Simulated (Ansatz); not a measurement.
```csv
atom,x (Å),y (Å),z (Å)
H,0.6841,1.0050,-1.3392
C,0.0597,0.3192,-0.7532
C,-0.9646,-0.2343,-1.3671
Si,0.3570,-0.1255,1.0900
H,-1.4299,-0.2287,-2.3544
H,0.2830,1.0966,1.9444
H,-0.6936,-1.0899,1.5073
H,1.7043,-0.7422,1.2721
```

Not at a stationary point (largest force 0.8 eV/Å).

The calculation used UKS B3LYP-D4/def2-SVP in Ansatz.

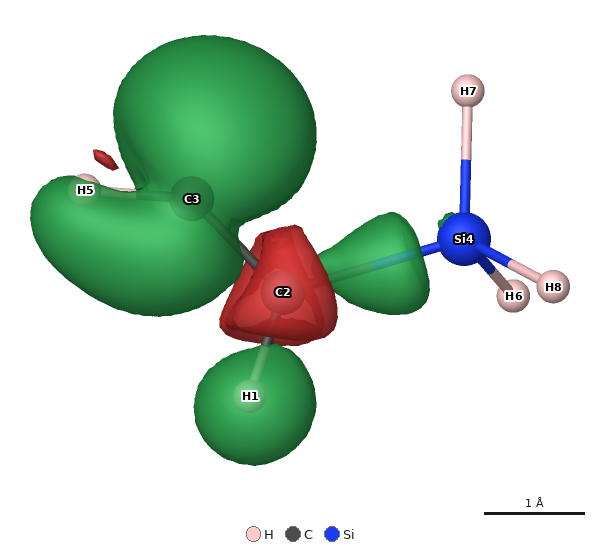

C$_{2}$H$_{5}$Si (doublet). Isosurfaces of the spin density at +0.02 (green) and −0.02 e/Å³ (red), seen at a tilt.

Which atoms carry the spin?

The unpaired spin (1 electron) lies mostly on C3 (about 0.8), in electrons by Hirshfeld's partition.
